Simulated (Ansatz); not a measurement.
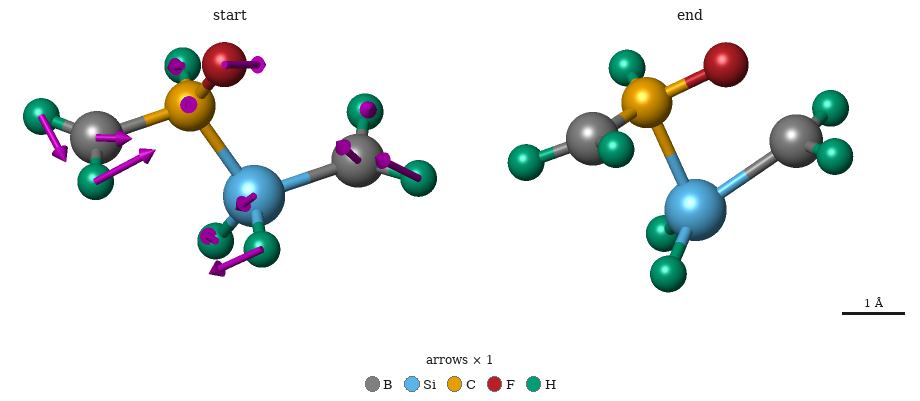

The structure of CH₇B₂FSi (coarse preliminary run) before (left) and after (right) a relaxation, at one scale. The purple arrows give the displacements, at their true length.

The picture is a ball-and-stick view, seen at a tilt.

The start comes from a force field.

The calculation used RKS PBE-D4/def2-SVP in Ansatz 0.2.0. Set-up: force threshold 0.03 eV/Å; at most 200 steps.

Q: What changed between the two?

A: The energy falls by 111.1 kJ/mol in 21 accepted moves (23 points after the start). The largest force component goes from 3.6 to 0.017 eV/Å. The line search rejected the trial steps at points 12, 22 of the run. An H atom moves most after the best rigid fit: 1.30 Å. By element the largest moves are H 1.30 Å, F 1.20 Å, B 0.76 Å, Si 0.56 Å, C 0.40 Å. Some distances before and after: B–F 3.435 → 1.784 Å, B–C 1.656 → 1.502 Å, C–F 1.354 → 1.499 Å, B–Si 1.896 → 2.033 Å. Bond angles that change, for instance: B–Si–C 110.3° → 77.6°, B–C–H 106.2° → 126.8°, B–Si–H 106.3° → 126.4°. Groups turn about C–Si by about 50°.
